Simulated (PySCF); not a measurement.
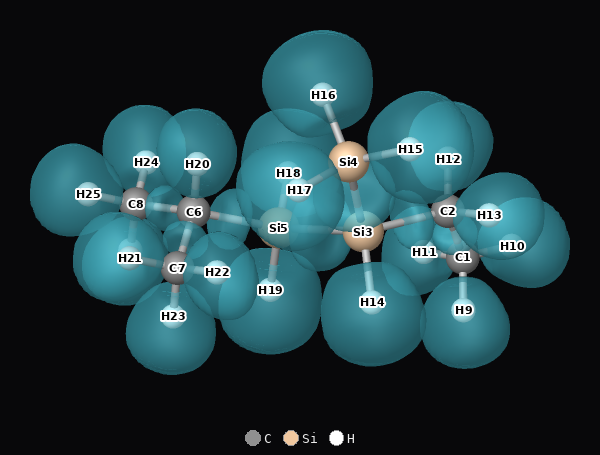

Figure 1: C5H18Si3. Isosurface of the electron localisation function at 0.8 (cyan), seen from one side. Core shells and regions of very low density are left out.

Geometry: GFN2-xTB.

Method: PySCF 2.14.0, PBE0/pcSseg-1, SCF density, gas phase, non-relativistic.

```xyz
26

C    -3.2176    1.5523   -0.3063
C    -2.9043    0.0696   -0.4491
Si   -1.2814   -0.4256    0.4379
Si   -0.9622   -2.7216    0.2524
Si    0.4296    0.9327   -0.3699
C     2.0991    0.0424   -0.0878
C     2.3303   -0.2197    1.3969
C     3.2661    0.8321   -0.6696
H    -3.2986    1.8251    0.7436
H    -4.1577    1.8059   -0.7947
H    -2.4277    2.1541   -0.7524
H    -2.8389   -0.1796   -1.5101
H    -3.7394   -0.5088   -0.0500
H    -1.5402   -0.0964    1.8612
H    -2.1735   -3.5363    0.3831
H    -0.3682   -3.0866   -1.0380
H    -0.0342   -3.2119    1.2756
H     0.3283    1.2125   -1.8138
H     0.5439    2.2620    0.2565
H     2.0675   -0.9290   -0.5952
H     3.2713   -0.7465    1.5565
H     1.5279   -0.8245    1.8178
H     2.3749    0.7195    1.9457
H     3.1340    0.9851   -1.7383
H     4.2091    0.3075   -0.5145
H     3.3409    1.8082   -0.1944
```

Question: What do the ELF domains correspond to?

Answer: At this value the surface marks out three regions between bonded C–C atoms (shared pairs), two regions between bonded C–Si atoms (shared pairs), two regions between bonded Si–Si atoms (shared pairs) and 18 regions around hydrogen nuclei. Profiles from the grid: C–C (1.52 Å): the ELF peaks at about 0.95 between the atoms (a shared electron pair). C–Si (1.91 Å): the ELF peaks at about 0.95 between the atoms, as expected for a shared electron pair.
